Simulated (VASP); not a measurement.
**Si2Ni: the relaxed cell at several levels**

How close do the usual functionals, with and without dispersion, come to the cell of Si2Ni? The levels: PBE, LDA, r2SCAN and PBE + D3(BJ). The start is a cell from a database of measured crystal structures.

Method: PBE, spin-polarised from a ferromagnetic start (one magnetic atom a cell); plane waves and PAW (Si, Ni), in the first sound run; inputs show where later runs differ, in VASP 6.6.1.

**What experiment says.**

For NiSi2, cubic Fm-3m (bulk crystal), “Metallic Nickel Silicides: Experiments and Theory for NiSi and First Principles Calculations for Other Phases” (2016, arxiv:1602.05840) quotes earlier work: lattice constant a (cubic lattice parameter) 5.406 Å [literature experimental value used as calculation input].

**1. The structure**

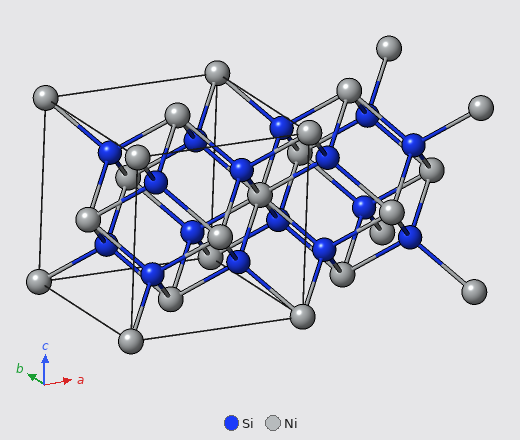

The starting structure, seen slightly off an axis (silicon blue, nickel light grey). 2×1×1 cells are drawn. This picture shows the conventional cell, with its axes. Some periodic images of atoms are drawn too.

**2. Relaxation with PBE**

Properties are meant for the cell that this level of theory prefers, so cell and atoms are relaxed first (ISIF = 3) until forces and stress are small; EDIFFG sets the threshold. PBE, the usual starting point, adds the gradient of the density.

File INCAR:

```
SYSTEM = Si2Ni
PREC = Accurate
ENCUT = 520
EDIFF = 1E-06
NELM = 100
ISMEAR = -1
SIGMA = 0.05
LREAL = .FALSE.
ALGO = Normal
GGA = PE
NBANDS = 17
ISPIN = 2
MAGMOM = 0 0 1
LASPH = .TRUE.
LMAXMIX = 4
LORBIT = 11
LWAVE = .FALSE.
LCHARG = .FALSE.
KPAR = 2
IBRION = 2
NSW = 60
ISIF = 3
EDIFFG = -0.01
```

File POSCAR:

```
Si2Ni
1.0
    0.0000000000      2.7030000000      2.7030000000
    2.7030000000      0.0000000000      2.7030000000
    2.7030000000      2.7030000000      0.0000000000
Si Ni
2 1
Direct
    0.2500000000      0.2500000000      0.2500000000
    0.7500000000      0.7500000000      0.7500000000
    0.0000000000      0.0000000000      0.0000000000
```

File KPOINTS:

```
Automatic mesh
0
Gamma
7 7 7
0 0 0
```

The projector-augmented-wave data sets are Si and Ni (PBE family, release 64).

Command:

```sh
$ mpirun -np 2 vasp_std
```

The program printed:

```text
[banner, memory and clock lines left out]
running    2 mpi-ranks, on    1 nodes
 distrk:  each k-point on    1 cores,    2 groups
 distr:  one band on    1 cores,    1 groups

 POSCAR found type information on POSCAR SiNi
 POSCAR found :  2 types and       3 ions
 LDA part: xc-table for (Slater+PW92), standard interpolation
 POSCAR, INCAR and KPOINTS ok, starting setup
 FFT: planning ... GRIDC
 FFT: planning ... GRID_SOFT
 FFT: planning ... GRID
 WAVECAR not read
 entering main loop
       N       E                     dE             d eps       ncg     rms          rms(c)
DAV:   1     0.681905220316E+02    0.68191E+02   -0.72876E+03  1360   0.105E+03
DAV:   2    -0.153033773447E+02   -0.83494E+02   -0.75692E+02  1499   0.213E+02
DAV:   3    -0.192108909539E+02   -0.39075E+01   -0.38126E+01  1721   0.501E+01
DAV:   4    -0.192785073281E+02   -0.67616E-01   -0.67316E-01  1600   0.583E+00
DAV:   5    -0.192800423874E+02   -0.15351E-02   -0.15349E-02  1694   0.963E-01    0.171E+01
DAV:   6    -0.241245405813E+02   -0.48445E+01   -0.36667E+01  1427   0.139E+02    0.249E+01
DAV:   7    -0.174988835129E+02    0.66257E+01   -0.11599E+01  1711   0.867E+01    0.360E+00
DAV:   8    -0.174198572857E+02    0.79026E-01   -0.14481E+00  1812   0.182E+01    0.257E+00
DAV:   9    -0.173786771269E+02    0.41180E-01   -0.20359E-01  1648   0.765E+00    0.547E-01
DAV:  10    -0.173784570879E+02    0.22004E-03   -0.57476E-03  1839   0.901E-01    0.341E-01
DAV:  11    -0.173784426095E+02    0.14478E-04   -0.77624E-04  1609   0.397E-01    0.156E-01
DAV:  12    -0.173784793826E+02   -0.36773E-04   -0.88776E-05  1583   0.768E-02    0.344E-02
DAV:  13    -0.173784909421E+02   -0.11559E-04   -0.89029E-06  1526   0.277E-02    0.136E-02
DAV:  14    -0.173784936063E+02   -0.26642E-05   -0.60856E-06  1467   0.337E-02    0.815E-03
DAV:  15    -0.173784934067E+02    0.19959E-06   -0.70795E-07  1186   0.834E-03
   1 F= -.17378493E+02 E0= -.17375037E+02  d E =-.173785E+02  mag=    -0.0000
 curvature:   0.00 expect dE= 0.000E+00 dE for cont linesearch  0.000E+00
 trial: gam= 0.00000 g(F)=  0.209E-47 g(S)=  0.250E-01 ort = 0.000E+00 (trialstep = 0.100E+01)
 search vector abs. value=  0.250E-01
 bond charge predicted
       N       E                     dE             d eps       ncg     rms          rms(c)
DAV:   1    -0.177216235021E+02   -0.34313E+00   -0.24475E+00  1404   0.300E+01    0.564E+00
DAV:   2    -0.185018320844E+02   -0.78021E+00   -0.48979E+00  1664   0.561E+01    0.975E+00
DAV:   3    -0.173969296710E+02    0.11049E+01   -0.26846E+00  1431   0.368E+01    0.140E+00
DAV:   4    -0.173847631743E+02    0.12166E-01   -0.57671E-02  1574   0.324E+00    0.635E-01
DAV:   5    -0.173810233643E+02    0.37398E-02   -0.36105E-03  2116   0.919E-01    0.171E-01
DAV:   6    -0.173808185674E+02    0.20480E-03   -0.39177E-04  2070   0.296E-01    0.425E-02
DAV:   7    -0.173808261369E+02   -0.75694E-05   -0.34406E-05  1605   0.428E-02    0.153E-02
DAV:   8    -0.173808265083E+02   -0.37141E-06   -0.11204E-06   892   0.116E-02
   2 F= -.17380827E+02 E0= -.17377145E+02  d E =-.233310E-02  mag=    -0.0000
 trial-energy change:   -0.002333  1 .order   -0.002277   -0.025000    0.020445
 step:   0.5519(harm=  0.5501)  dis= 0.00000  next Energy=   -17.385402 (dE=-0.691E-02)
 bond charge predicted
       N       E                     dE             d eps       ncg     rms          rms(c)
DAV:   1    -0.174543422262E+02   -0.73516E-01   -0.48737E-01  1408   0.132E+01    0.253E+00
DAV:   2    -0.176064749347E+02   -0.15213E+00   -0.10611E+00  1486   0.251E+01    0.412E+00
DAV:   3    -0.173866791405E+02    0.21980E+00   -0.46539E-01  1492   0.177E+01    0.351E-01
DAV:   4    -0.173859029398E+02    0.77620E-03   -0.12134E-02  1381   0.572E-01    0.220E-01
DAV:   5    -0.173853741893E+02    0.52875E-03   -0.69912E-04  1817   0.607E-01    0.451E-02
DAV:   6    -0.173853817896E+02   -0.76003E-05   -0.90039E-05  1807   0.756E-02    0.205E-02
DAV:   7    -0.173853836096E+02   -0.18200E-05   -0.49418E-06  1460   0.181E-02    0.464E-03
DAV:   8    -0.173853831734E+02    0.43616E-06   -0.22091E-07   714   0.745E-03
   3 F= -.17385383E+02 E0= -.17381846E+02  d E =-.688977E-02  mag=    -0.0000
 curvature:  -0.28 expect dE=-0.141E-07 dE for cont linesearch -0.141E-07
 trial: gam=-0.00143 g(F)=  0.351E-47 g(S)=  0.511E-07 ort = 0.357E-04 (trialstep = 0.910E+00)
 search vector abs. value=  0.100E-09
 reached required accuracy - stopping structural energy minimisation
```

The job ended after 38 s (2 MPI ranks of AMD EPYC 7R43, shared host; peak memory 0.3 GiB).

The logs omit lines about the potential files and the build; timing stands in the text.

OUTCAR, selected parts (step 2):

```text
ion  position               nearest neighbor table
   1  0.250  0.250  0.250-   3 2.34   3 2.34   3 2.34   3 2.34   2 2.70   2 2.70   2 2.70   2 2.70
                             2 2.70   2 2.70
   2  0.750  0.750  0.750-   3 2.34   3 2.34   3 2.34   3 2.34   1 2.70   1 2.70   1 2.70   1 2.70
                             1 2.70   1 2.70
   3  0.000  0.000  0.000-   2 2.34   1 2.34   2 2.34   1 2.34   2 2.34   2 2.34   1 2.34   1 2.34

  LATTYP: Found a face centered cubic cell.
 ALAT       =     5.4060000000

 Subroutine GETGRP returns: Found 48 space group operations
 (whereof 48 operations were pure point group operations)

The static configuration has the point symmetry O_h .

 Found     20 irreducible k-points:

   k-points           NKPTS =     20   k-points in BZ     NKDIM =     20   number of bands    NBANDS=     17

   dimension x,y,z NGX =    28 NGY =   28 NGZ =   28
   dimension x,y,z NGXF=    56 NGYF=   56 NGZF=   56

   ENCUT  =  520.0 eV  38.22 Ry    6.18 a.u.   7.11  7.11  7.11*2*pi/ulx,y,z

   NELECT =      18.0000    total number of electrons

 k-points in reciprocal lattice and weights: Automatic mesh
   0.00000000  0.00000000  0.00000000       0.003
   0.14285714  0.00000000  0.00000000       0.023
   0.28571429  0.00000000  0.00000000       0.023
   0.42857143  0.00000000  0.00000000       0.023
   0.14285714  0.14285714  0.00000000       0.017
   0.28571429  0.14285714  0.00000000       0.070
   0.42857143  0.14285714  0.00000000       0.070
  -0.42857143  0.14285714  0.00000000       0.070
  -0.28571429  0.14285714  0.00000000       0.070
[...]
-0.42857143  0.42857143  0.14285714       0.070
  -0.28571429  0.42857143  0.14285714       0.070

 average (electrostatic) potential at core
       1 -80.1610       2 -80.1610       3 -82.5403

 E-fermi :  10.0766

 spin component 1
 k-point     1 :       0.0000    0.0000    0.0000
  band No.  band energies     occupation
    ...
      3       5.0876      1.00000
      4       5.0876      1.00000
      5       6.7552      1.00000
      6       6.7552      1.00000
      7       9.7228      0.99916
      8      11.8396      0.00000
      9      11.8396      0.00000
     10      11.8396      0.00000
     11      12.4885      0.00000
     12      12.4885      0.00000
    ...

 k-point     2 :       0.1429    0.0000    0.0000
  band No.  band energies     occupation
    ...
      3       5.1789      1.00000
      4       5.1789      1.00000
      5       6.7075      1.00000
      6       6.7075      1.00000
      7       9.0662      1.00000
      8      10.7193      0.00000
      9      10.9023      0.00000
     10      10.9023      0.00000
     11      13.1352      0.00000
     12      13.1352      0.00000
    ...

 k-point     3 :       0.2857    0.0000    0.0000
  band No.  band energies     occupation
    ...
      5       6.6897      1.00000
      6       6.6897      1.00000
      7       7.4282      1.00000
      8       9.7998      0.99607
      9       9.7998      0.99607
     10      11.3459      0.00000
     11      12.4330      0.00000
     12      12.4330      0.00000
     13      13.3662      0.00000
     14      16.1505      0.00000
    ...

 k-point     4 :       0.4286    0.0000    0.0000
  band No.  band energies     occupation
    ...
      5       6.6373      1.00000
      6       6.8736      1.00000
      7       6.8736      1.00000
      8       8.9251      1.00000
      9       8.9251      1.00000
     10      11.8536      0.00000
     11      12.0110      0.00000
     12      12.0110      0.00000
     13      12.7601      0.00000
     14      18.5364      0.00000
    ...

 k-point     5 :       0.1429    0.1429    0.0000
  band No.  band energies     occupation
    ...
      5       6.5024      1.00000
      6       6.8262      1.00000
      7       9.7032      0.99943
      8       9.8037      0.99575
      9       9.8037      0.99575
     10      10.7696      0.00000
     11      12.9716      0.00000
     12      13.0542      0.00000
     13      14.8485      0.00000
     14      14.8485      0.00000
    ...

 k-point     6 :       0.2857    0.1429    0.0000
  band No.  band energies     occupation
    ...
      5       6.2361      1.00000
      6       6.8809      1.00000
      7       7.8055      1.00000
      8       8.9038      1.00000
      9       9.4242      1.00000
     10      10.5262      0.00012
     11      13.1976      0.00000
     12      13.6601      0.00000
     13      14.2304      0.00000
     14      14.9148      0.00000
    ...

  Total        0.0010290      0.0010290      0.0010290      0.0000000      0.0000000     -0.0000000
  in kB        0.0409517      0.0409517      0.0409517      0.0000000      0.0000000     -0.0000000
  external PRESSURE =       0.0409517 kB  Pullay stress =       0.0000000 kB

  energy-cutoff  :      520.00
  volume of cell :       40.26
      direct lattice vectors                 reciprocal lattice vectors
     0.000000000  2.720270072  2.720270072    -0.183805279  0.183805279  0.183805279
     2.720270072  0.000000000  2.720270072     0.183805279 -0.183805279  0.183805279
     2.720270072  2.720270072 -0.000000000     0.183805279  0.183805279 -0.183805279

 POSITION                                       TOTAL-FORCE (eV/Angst)
 -----------------------------------------------------------------------------------
      1.36014      1.36014      1.36014         0.000000     -0.000000      0.000000
      4.08041      4.08041      4.08041        -0.000000      0.000000     -0.000000
      0.00000      0.00000      0.00000         0.000000      0.000000     -0.000000
 -----------------------------------------------------------------------------------
    total drift:                               -0.000000     -0.000000      0.000000

  FREE ENERGIE OF THE ION-ELECTRON SYSTEM (eV)
  ---------------------------------------------------
  free  energy   TOTEN  =       -17.3853831734 eV

  energy  without entropy=      -17.3783087033  energy(sigma->0) =      -17.38184594

 reached required accuracy - stopping structural energy minimisation

 total charge
# of ion       s       p       d       tot
------------------------------------------
    1        0.741   0.834   0.000   1.574
    2        0.741   0.834   0.000   1.574
    3        0.548   0.776   8.435   9.759
--------------------------------------------------
tot          2.030   2.443   8.435  12.908

 magnetization (x)
# of ion       s       p       d       tot
------------------------------------------
    1        0.000   0.000   0.000   0.000
    2        0.000   0.000   0.000   0.000
    3       -0.000  -0.000  -0.000  -0.000
--------------------------------------------------
tot         -0.000   0.000  -0.000  -0.000

[... 2 further parts left out ...]
```

CONTCAR:

```
Si2Ni
   1.00000000000000
     0.0000000000000000    2.7202700716520387    2.7202700716520387
     2.7202700716520387    0.0000000000000000    2.7202700716520387
     2.7202700716520387    2.7202700716520387   -0.0000000000000000
  Si              Ni
     2     1
Direct
     0.2500000000000000    0.2500000000000000    0.2500000000000000
     0.7500000000000000    0.7500000000000000    0.7500000000000000
     0.0000000000000000    0.0000000000000000    0.0000000000000000
```

The moments of the start collapse, so the state is non-magnetic; other starts or orders were not tried. The k-mesh is coarse for a metal. The run keeps the 48 symmetry operations of its start, so it cannot find a distortion of lower symmetry.

The steps of the relaxation:

```tsv
step	energy less that of the first step (eV)	largest force (eV/Å)	pressure (GPa)	volume (Å³)
1	0.0000	0.0000	2.92	39.50
2	-0.0023	0.0000	-2.31	40.88
3	-0.0069	0.0000	0.00	40.26
```

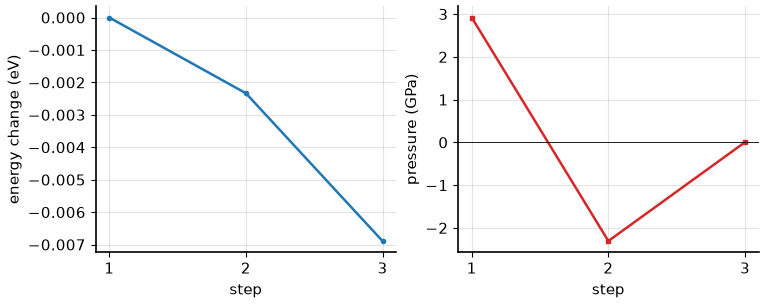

Energy and pressure along the relaxation.

```tsv
conventional cell, symmetrised	before	after	change
a (Å)	5.406	5.441	+0.6 %
b (Å)	5.406	5.441	+0.6 %
c (Å)	5.406	5.441	+0.6 %
volume (Å³/atom)	13.17	13.42	+1.9 %
```

The relaxed structure:

```xyz
3
Lattice="0.0000 2.7203 2.7203 2.7203 0.0000 2.7203 2.7203 2.7203 0.0000" Properties=species:S:1:pos:R:3 pbc="T T T"
Si    1.3601    1.3601    1.3601
Si    4.0804    4.0804    4.0804
Ni    0.0000    0.0000    0.0000
```

Numbers from this step:

- electrons: 18
- bands: 17
- irreducible k-points: 20
- symmetry operations: 48
- free energy (TOTEN): -17.39 eV
- energy at zero smearing: -17.38 eV
- Fermi energy: 10.08 eV
- pressure: 0.004095 GPa
- metallic: yes
- SCF cycles over all ionic steps: 31

The spin moment in the PAW sphere vanishes on all atoms.

It ends with forces that vanish by symmetry and a pressure of 0.00 GPa. The volume lies +1.9 % from that of the database's start. The conventional cell has a = 5.441 Å.

(Continued in part 2 of 3.)

[Lines on the potential files, build, host, timing and source positions are cut from VASP's logs without a mark.]

[Logs are printed without paths, hosts, clocks, repeated set-up lines and the standing remarks that a program may print on its own settings, such as how far it seeks lower states.]

[Hosts, paths, dates, database ids (printed as entryN), source tags and the programs' standing remarks are cut or masked in the printed files.]

[A measured line is paired with the nearest computed mode of its activity, which favours agreement.]
